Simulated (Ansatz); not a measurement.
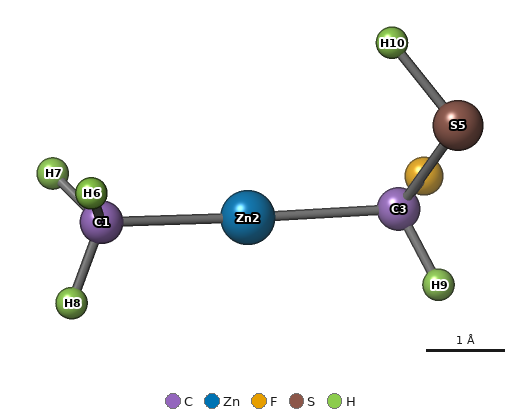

**Figure 1.** The input geometry (ball-and-stick view, seen at a tilt; atoms are numbered from 1 in the order of the input). Sticks mark near contacts.

# Phonon calculation, with input and output: C₂H₅FSZn

System: C₂H₅FSZn, SMILES [CH3][Zn][CH](F)S.
Method: RKS revPBE-D4/def2-SVP (Ansatz 0.2.0).

It belongs to a series of runs on one base structure; here: vibrations at the highest image of the band. Figures and captions count atoms from 1; the log counts them from 0 in places.

Output
```
Engine: ansatz 0.2.0, aarch64-unknown-linux-gnu
Functional definition: revPBE
  parameter kappa = 1.245
  parameter beta = 0.06672455060314922
  exchange = pbe_x(kappa = kappa, mu = beta*pi^2/3)
  correlation = pbe_c(beta = beta)
1317 factors; their error is unknown
mean field evaluation 1: about -64093.1247 eV, gradient 7.9e1 eV
mean field evaluation 2: about -64070.1117 eV, gradient 1.2e2 eV
mean field evaluation 4: about -64105.8229 eV, gradient 9.9e0 eV
mean field evaluation 8: about -64106.0478 eV, gradient 2.5e-1 eV
mean field evaluation 16: about -64105.9764 eV, gradient 4.8e-4 eV
mean field -64105.97638749 eV, -2355.8511796488 hartree, gradient 7.0e-5 eV, S^2 0.000000; 0 other end points of the search recorded, 0 dependent functions left out
the calculation of the forces begins
reference -64105.97643965 eV, -2355.8511815658 hartree; 36, 36 occupied and 80, 80 virtual orbitals, 1317 factors
these checks for a lower state are left out or cut short: stability, starts, cluster_reference, orbital_swaps, neighbouring_geometries, increment
1317 factors; their error is unknown
mean field -64105.97624159 eV, -2355.8511742871 hartree, gradient 2.4e-6 eV, S^2 0.000000; 0 other end points of the search recorded, 0 dependent functions left out
[... from here on the field's lines of each further geometry are left out, up to the last ...]
the calculation of the forces begins
reference -64105.97643879 eV, -2355.8511815340 hartree; 36, 36 occupied and 80, 80 virtual orbitals, 1317 factors
these checks for a lower state are left out or cut short: stability, starts, cluster_reference, orbital_swaps, neighbouring_geometries, increment
1317 factors; their error is unknown
mean field -64105.97637202 eV, -2355.8511790804 hartree, gradient 2.3e-6 eV, S^2 0.000000; 0 other end points of the search recorded, 0 dependent functions left out
the calculation of the forces begins
reference -64105.97642419 eV, -2355.8511809977 hartree; 36, 36 occupied and 80, 80 virtual orbitals, 1317 factors
Total energy: -64106.56137877 eV, -2355.8726776819 hartree
Atom 0 at    -0.432488     0.311474     2.129361 Å, force     0.005003    -0.015008    -0.033922 eV/Å
Atom 1 at    -0.210613    -0.246578     0.268557 Å, force    -0.005252     0.005268    -0.006105 eV/Å
Atom 2 at     0.115761    -0.749361    -1.629626 Å, force     0.001576     0.044476     0.043214 eV/Å
Atom 3 at    -0.992800    -0.744648    -2.481978 Å, force     0.005268    -0.000911    -0.004756 eV/Å
Atom 4 at     1.457388     0.363128    -2.234977 Å, force     0.004345    -0.040701    -0.022626 eV/Å
Atom 5 at     0.420504     0.938056     2.464507 Å, force    -0.002733    -0.002980     0.004560 eV/Å
Atom 6 at    -1.363974     0.901180     2.260442 Å, force    -0.000034    -0.002618     0.006405 eV/Å
Atom 7 at    -0.491726    -0.573915     2.796700 Å, force    -0.002866     0.012085     0.015989 eV/Å
Atom 8 at     0.598692    -1.752352    -1.706786 Å, force     0.013200     0.007778    -0.018390 eV/Å
Atom 9 at     0.899247     1.553027    -1.866202 Å, force    -0.018507    -0.007388     0.015629 eV/Å
Dipole moment:    -0.006232     0.015126     0.406199 e Å
Vibrations: 35.98 65.86 92.38 156.85 229.81 314.28 361.19 469.13 554.10 658.76 661.01 696.62 864.23 992.95 1109.52 1154.37 1274.39 1386.23 1386.36 2581.61 2951.75 2967.56 3068.44 3069.68 cm⁻¹, zero-point energy 1.680176 eV
```

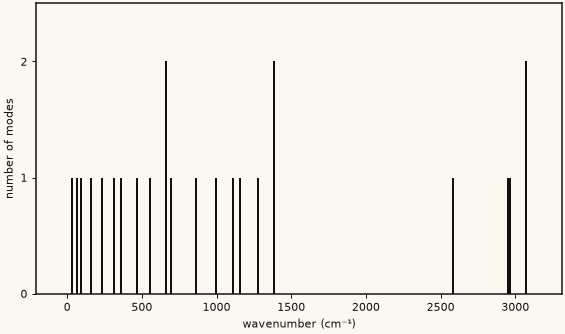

**Figure 2.** Harmonic vibrational wavenumbers from the force constants; neighbouring modes closer than 14 cm⁻¹ are counted in one stick. 24 modes from 35 to 3070 cm⁻¹, none imaginary.

The run was set up as follows.

Input file
```yaml
crystal:
  periodic: [false, false, false]
  atoms:
    - { symbol: C, position_ang: [-0.432488, 0.311474, 2.129361] }
    - { symbol: Zn, position_ang: [-0.210613, -0.246578, 0.268557] }
    - { symbol: C, position_ang: [0.115761, -0.749361, -1.629626] }
    - { symbol: F, position_ang: [-0.9928, -0.744648, -2.481978] }
    - { symbol: S, position_ang: [1.457388, 0.363128, -2.234977] }
    - { symbol: H, position_ang: [0.420504, 0.938056, 2.464507] }
    - { symbol: H, position_ang: [-1.363974, 0.90118, 2.260442] }
    - { symbol: H, position_ang: [-0.491726, -0.573915, 2.7967] }
    - { symbol: H, position_ang: [0.598692, -1.752352, -1.706786] }
    - { symbol: H, position_ang: [0.899247, 1.553027, -1.866202] }
basis:
  gaussian: { orbitals: def2-SVP }
hamiltonian:
  xc: revpbe
  dispersion: d4
phonons: {}
```

Launch command:
```bash
ansatz run input.yaml --threads 2 --pin off --max-ram 3072MiB --backend cpu --events-out ev --progress --plain --runs-dir out
```

Key numbers

| quantity | value |
| --- | --- |
| outcome | converged |
| total energy | −64106.5614 eV |
| mean-field energy | −64105.9764 eV |
| largest force (length of the vector) | 0.062 eV/Å |
| hardware | 2 threads of Arm Neoverse V2, 24 GiB of memory available, shared host |
| wall time | 81 s (CPU time 2.6 min) |
| peak memory | 0.16 GiB |
